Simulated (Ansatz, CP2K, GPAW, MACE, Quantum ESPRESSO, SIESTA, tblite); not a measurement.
# Generalised stacking fault on (110) of a LiCl-LiBr solid solution (56 atoms) in GPAW, part 2 of 2

How do the settings of GPAW change the result for generalised stacking fault on (110) of a LiCl-LiBr solid solution (56 atoms)? A plane-wave run serves as the yardstick.

Program: GPAW 26.7.0; the method stands at each step. Banners, paths, timers and routine set-up lines are dropped from the logs unmarked, and long logs keep their key lines alone; longer cuts are marked.

So far. Step 3 (PBE, LCAO szp(dzp), h 0.2 Å): Against the first run (21 %), the force difference from the reference is 32 %, at 0.86 times the CPU time, with 364 basis functions against 504: the smaller basis costs accuracy. Step 4 (PBE, grid h 0.18 Å): Against the first run (21 %), the force difference from the reference is 6.1 %, at 3.1 times the CPU time (on 2 against 1 cores) (12 SCF steps against 7).

### Step 5. PBE, LCAO sz(dzp), h 0.2 Å

Method: Kohn-Sham DFT, PBE, PAW, atomic orbitals (sz(dzp)).

Input file run.py:

```python
import numpy as np
from ase.io import read
from gpaw import GPAW, FermiDirac

atoms = read("structure.xyz")
atoms.calc = GPAW(
    mode="lcao",
    basis="sz(dzp)",
    h=0.2,
    xc="PBE",
    kpts={"size": (1, 1, 1), "gamma": True},
    occupations=FermiDirac(0.05),
    maxiter=200,
    symmetry={"point_group": False},
    txt="gpaw.txt",
)
energy = atoms.get_potential_energy(force_consistent=True)
forces = atoms.get_forces()
print(f"energy {energy:.6f} eV")
print("forces (eV/A)")
for i, (a, f) in enumerate(zip(atoms, forces)):
    print(f"{i:4d} {a.symbol:2s} {f[0]:10.5f} {f[1]:10.5f} {f[2]:10.5f}")
print(f"Fermi level {atoms.calc.get_fermi_level():.4f} eV")
for k in range(len(atoms.calc.get_ibz_k_points())):
    for s in range(atoms.calc.get_number_of_spins()):
        e = atoms.calc.get_eigenvalues(kpt=k, spin=s)
        n = np.searchsorted(e, atoms.calc.get_fermi_level())
        print(f"k {k} spin {s} levels about the Fermi level:", np.round(e[max(n - 6, 0):n], 4).tolist(), "|", np.round(e[n:n + 6], 4).tolist())
```

Input file structure.xyz:

```xyz
56
Lattice="7.44767 0.00000 0.00000 0.00000 5.26630 0.00000 3.41349 0.00000 26.26686" Properties=species:S:1:pos:R:3 pbc="T T T"
[... 56 atom lines left out: the same atoms as in the first run ...]
```

Started as:

```bash
$ OMP_NUM_THREADS=1 python run.py > output.txt
```

What it wrote:

```text
energy -156.502549 eV
forces (eV/A)
   0 Li   -0.23979   -0.01753   -0.30050
   1 Br    0.35060   -0.15682   -0.04951
   2 Li   -0.06809   -0.00530    0.15878
   3 Cl    0.20061    0.01807   -0.08910
   4 Li   -0.22434   -0.02619   -0.09030
   5 Cl   -0.02873    0.07225    0.04577
   6 Li   -0.17710   -0.14000    0.15585
   7 Cl   -0.03281   -0.11733    0.03451
   8 Li   -0.09836    0.05454    0.01138
   9 Cl   -0.01320    0.01652   -0.09366
  10 Li   -0.02564   -0.01162    0.00983
  11 Cl    0.04372    0.05590   -0.05076
[...]
51 Br   -0.01980   -0.03306   -0.22232
  52 Li    0.29530    0.06502    0.09220
  53 Br   -0.02334   -0.07705    0.09455
  54 Li    0.33383    0.08086   -0.04548
  55 Br   -0.28579    0.07270    0.22682
Fermi level 3.8009 eV
k 0 spin 0 levels about the Fermi level: [2.141, 2.1732, 2.1804, 2.2232, 2.2856, 2.3181] | [6.9931, 7.5339, 7.6756, 8.8906, 8.8977, 9.1743]
```

gpaw.txt:

```text
Input parameters:
  mode=LCAO(),
  basis={'default': 'sz(dzp)'},
  h=0.2,
  kpts=MonkhorstPack(size=(1, 1, 1), gamma=True),
  maxiter=200,
  occupations=Occupations(name='fermi-dirac', width=0.05, fixmagmom=False),
  symmetry=Symmetry(point_group=False),
  xc=XC(name='PBE')
[... lines left out ...]
  Fermi-Dirac:
[... lines left out ...]
convergence criteria:
- Maximum [total energy] change in last 3 cyles: 0.0005 eV / valence electron
[... lines left out ...]
Converged in 8 steps
[... lines left out ...]
  Free energy:    -156.502549
[... lines left out ...]
Fermi level: 3.801
[... lines left out ...]
|          0 |       -11.321 |     2.000 |
|        ... |               |           |
|        104 |         2.098 |     2.000 |
|        105 |         2.111 |     2.000 |
[...]
|        119 |         9.366 |     0.000 |
|        ... |               |           |
|        138 |        12.108 |     0.000 |
Gap: 4.675 eV
Transition (v -> c):
  (s=0, k=0, n=111, [0.00, 0.00, 0.00]) -> (s=0, k=0, n=112, [0.00, 0.00, 0.00])
No difference between direct/indirect transitions
Force computation time: 3.202  # s
timing:  # [seconds]
  Total:  23.694  # ━━━━━━━━━━━━━━━━━━━━━━━━━━━━━━━━━━━━━━━━━━━━━━━━━━━━━━━━━
  Init:    5.684  # ━━━━━━━━━━━━━╸
  SCF:    14.779  # ━━━━━━━━━━━━━━━━━━━━━━━━━━━━━━━━━━━╸
  Forces:  3.202  # ━━━━━━━╸
```

It took 25 s on 1 thread of Arm Neoverse V1, shared host; peak memory 0.8 GiB.

Numbers from this run, and their distance from the reference:

```yaml
r_m_s_force_component: 0.1369 eV/Å
r_m_s_difference_of_force_components: 34.78 meV/Å
longest_difference_of_force_vectors: 111.3 meV/Å
force_difference_over_r_m_s_force: 31.69 %
slope_of_forces_against_the_reference_s: 1.227
correlation_of_force_components: 0.9842
spacing_of_highest_filled_and_lowest_empty_level: 4.675 eV
gap_difference: -0.7832 eV
```

This is a coarse setting, run to see what it loses.

Against the first run (21 %), the force difference from the reference is 32 %, at 0.39 times the CPU time, with 140 basis functions against 504: the smaller basis costs accuracy.

### Step 6. PBE, LCAO dzp, h 0.16 Å

Method: Kohn-Sham DFT, PBE, PAW, atomic orbitals (dzp).

Edit run.py of step 5 so:

```diff
@@ -7,4 +7,4 @@
     mode="lcao",
-    basis="sz(dzp)",
-    h=0.2,
+    basis="dzp",
+    h=0.16,
     xc="PBE",
```

structure.xyz is that of step 5.

What it wrote:

```text
energy -193.552562 eV
forces (eV/A)
   0 Li   -0.21863    0.01347   -0.36312
   1 Br    0.30447   -0.15039    0.00316
   2 Li   -0.06427   -0.00298    0.19894
   3 Cl    0.09145    0.02995   -0.09893
   4 Li   -0.22466    0.00919   -0.12914
   5 Cl   -0.05056    0.04360    0.05739
   6 Li   -0.17361   -0.11927    0.14515
   7 Cl   -0.01148   -0.08405   -0.03101
   8 Li   -0.06550    0.02517    0.01599
   9 Cl   -0.02187    0.02319   -0.07266
  10 Li   -0.02415    0.02155    0.03709
  11 Cl   -0.02954    0.00815   -0.05270
  12 Li    0.03634   -0.03872   -0.01539
  13 Cl   -0.17444    0.01774    0.12172
  14 Li   -0.12436   -0.09945   -0.35695
  15 Br    0.00624   -0.02472   -0.12443
  16 Li    0.09049   -0.03836    0.26734
  17 Cl   -0.09214   -0.00821   -0.05873
  18 Li    0.19993    0.07612   -0.17662
  19 Br    0.01156    0.14501    0.12897
  20 Li    0.14581    0.10595    0.10682
  21 Cl    0.01298    0.05500    0.04771
  22 Li    0.02651   -0.00700    0.01589
  23 Cl   -0.01671    0.06109   -0.04017
[...]
48 Li   -0.00534   -0.02262    0.34524
  49 Cl    0.07145    0.02172   -0.03153
  50 Li    0.24214   -0.01578   -0.12002
  51 Br   -0.02375   -0.02121   -0.17784
  52 Li    0.32435    0.03177    0.07827
  53 Br   -0.00628   -0.03099    0.07923
  54 Li    0.34595    0.03114   -0.04943
  55 Br   -0.24698    0.07959    0.20839
Fermi level 3.7382 eV
k 0 spin 0 levels about the Fermi level: [0.7933, 0.8207, 0.8367, 0.8787, 0.917, 1.0644] | [6.4796, 6.8984, 7.0173, 7.8309, 7.9002, 7.9354]
```

gpaw.txt:

```text
Input parameters:
  mode=LCAO(),
  basis={'default': 'dzp'},
  h=0.16,
  kpts=MonkhorstPack(size=(1, 1, 1), gamma=True),
  maxiter=200,
  occupations=Occupations(name='fermi-dirac', width=0.05, fixmagmom=False),
  symmetry=Symmetry(point_group=False),
  xc=XC(name='PBE')
Unit cell  # Å
| periodic |        x |        y |         z |   lengths |    angles |
[... lines left out ...]
  Fermi-Dirac:
[... lines left out ...]
convergence criteria:
- Maximum [total energy] change in last 3 cyles: 0.0005 eV / valence electron
[... lines left out ...]
Converged in 7 steps
[... lines left out ...]
  Free energy:    -193.552562
  Extrapolated:   -193.552562
dipole moment: (-1.039902, 30.276614, 161.775619)  # |e|*Ang
Fermi level: 3.738
Eigenvalues  # (at kpt = [0.000, 0.000, 0.000])
| band index |      eig [eV] | occ [0-2] |
|------------|---------------|-----------|
|          0 |       -12.642 |     2.000 |
|        ... |               |           |
|        104 |         0.745 |     2.000 |
|        105 |         0.753 |     2.000 |
[...]
|        119 |         8.023 |     0.000 |
|        ... |               |           |
|        138 |         9.127 |     0.000 |
Gap: 5.415 eV
Transition (v -> c):
  (s=0, k=0, n=111, [0.00, 0.00, 0.00]) -> (s=0, k=0, n=112, [0.00, 0.00, 0.00])
No difference between direct/indirect transitions
Force computation time: 23.811  # s
timing:  # [seconds]
  Total:  106.095  # ━━━━━━━━━━━━━━━━━━━━━━━━━━━━━━━━━━━━━━━━━━━━━━━━━━━━━━━━
  Init:     9.752  # ━━━━━
  SCF:     72.502  # ━━━━━━━━━━━━━━━━━━━━━━━━━━━━━━━━━━━━━━╸
  Forces:  23.811  # ━━━━━━━━━━━━╸
```

Elapsed: 1.8 min, on 1 thread; peak memory 1.8 GiB.

Against the reference:

```yaml
r_m_s_force_component: 0.1283 eV/Å
r_m_s_difference_of_force_components: 21.39 meV/Å
longest_difference_of_force_vectors: 77.08 meV/Å
force_difference_over_r_m_s_force: 19.49 %
slope_of_forces_against_the_reference_s: 1.164
correlation_of_force_components: 0.9959
spacing_of_highest_filled_and_lowest_empty_level: 5.415 eV
gap_difference: -0.043 eV
energy_less_the_same_level_run_s: -18.8 meV/atom
r_m_s_force_difference_from_the_same_level_run: 9.65 meV/Å
```

Against the first run (21 %), the force difference from the reference is 19 %, at 1.7 times the CPU time: the tighter setting removes part of the difference.

### Step 7. All runs compared

Differences are against the plane-wave reference, forces as r.m.s. over components; share is that over the reference's r.m.s. force, slope the least-squares factor from reference forces to these. Total energies of different programs have different zeros and aren't compared.

```tsv
run	Δ force, r.m.s. (meV/Å)	share (%)	slope	Δ gap (eV)	cores	CPU time	memory (GiB)
reference	-	-	-	-	8	28 s	0.99
GPAW PBE, LCAO dzp, h 0.2 Å	23.4	21.3	1.166	-0.0428	1	64 s	1.0
GPAW PBE, LCAO szp(dzp), h 0.2 Å (coarse)	35.7	32.5	1.287	-0.0617	1	55 s	0.98
GPAW PBE, grid h 0.18 Å	6.70	6.11	1.019	-0.0047	2	3.3 min	1.8
GPAW PBE, LCAO sz(dzp), h 0.2 Å (coarse)	34.8	31.7	1.227	-0.783	1	25 s	0.8
GPAW PBE, LCAO dzp, h 0.16 Å	21.4	19.5	1.164	-0.043	1	1.8 min	1.8
```

Rows marked coarse were listed beforehand as settings not expected to be converged; some can still land near the reference.

CPU time is summed over cores on a shared host, where runs went side by side, so it is rough. Symmetry, cutoffs, thresholds, outputs and thread counts weren't matched or tuned between programs; memory under MPI is the largest rank's times the ranks.

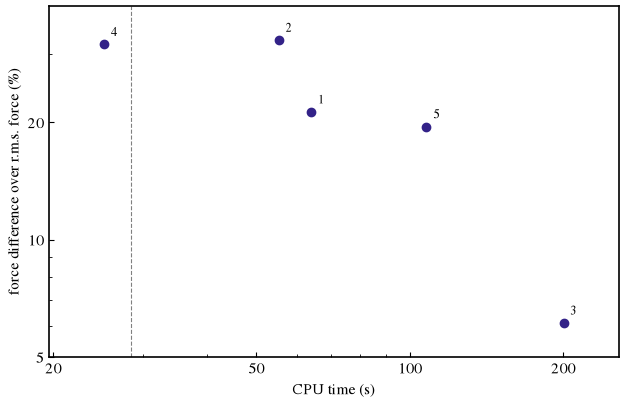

Force difference against CPU time; the dashed line marks the reference's time. Points: 1 GPAW PBE, LCAO dzp, h 0.2 Å; 2 GPAW PBE, LCAO szp(dzp), h 0.2 Å; 3 GPAW PBE, grid h 0.18 Å; 4 GPAW PBE, LCAO sz(dzp), h 0.2 Å; 5 GPAW PBE, LCAO dzp, h 0.16 Å.

Within one program, basis, potentials and functional, energies share a zero. Each run against its twin at the usual cutoff or grid and solver:

```tsv
run	twin	Δ energy (meV/atom)	Δ force, r.m.s. (meV/Å)	CPU time over the twin's
GPAW PBE, LCAO dzp, h 0.16 Å	LCAO dzp, h 0.2 Å	-18.8	9.65	1.7
```

### Step 8. Outcome

* nearest in forces: GPAW PBE, grid h 0.18 Å, 6.1 %
* its CPU time: 3.3 min

In words: PBE on plane waves or a grid with other potentials, cutoffs or grids, coarse settings apart, differs from the reference by 6.1 % (GPAW PBE, grid h 0.18 Å) of the r.m.s. force; potentials, valence shells or grid differ, and the table alone doesn't part them. The PBE runs in local orbitals, coarse settings apart, differ by 19 % (GPAW PBE, LCAO dzp, h 0.16 Å) to 21 % (GPAW PBE, LCAO dzp, h 0.2 Å); basis, grid and potentials can all enter. Runs with settings chosen to be coarse differ by 32 % in each run, their programs' other errors included. None of the electronic-structure runs in the table takes under half the reference's CPU time of 28 s; they take 0.88 to 7.0 times as much. GPAW PBE, LCAO szp(dzp), h 0.2 Å stiffens the forces by a factor of 1.29 while following their directions (correlation 0.993); the slopes of the 5 GPAW runs lie between 1.02 and 1.29. At the same functional, gaps differ from the reference's 5.46 eV by between -0.78 and -0.00 eV. These are spacings on the run's k-points, which needn't hold the band edges. The potentials hold different valence shells: 280 electrons in the reference, 224 in GPAW; this bears on time and differences. The cell is under 6 Å thick along one periodic direction, so every atom has periodic images of itself close by, which move with it and show among its neighbours and in g(r). The reference's stress is far from hydrostatic: its diagonal is 3.0, -3.0, -0.8 GPa, compression counted positive. The host structure and its lattice constant were typed by rule, without a check against the phase diagram. The electronic-structure runs sample only Γ, in a cell whose shortest periodic width is 5 Å.

[Also dropped from logs without a mark: logging warnings of Python, and SIESTA's first energy breakdown and zero terms.]

[Logs are printed without paths, hosts, clocks, repeated set-up lines and the standing remarks that a program may print on its own settings, such as how far it seeks lower states.]

[Hosts, paths, dates, database ids (printed as entryN), source tags and the programs' standing remarks are cut or masked in the printed files.]
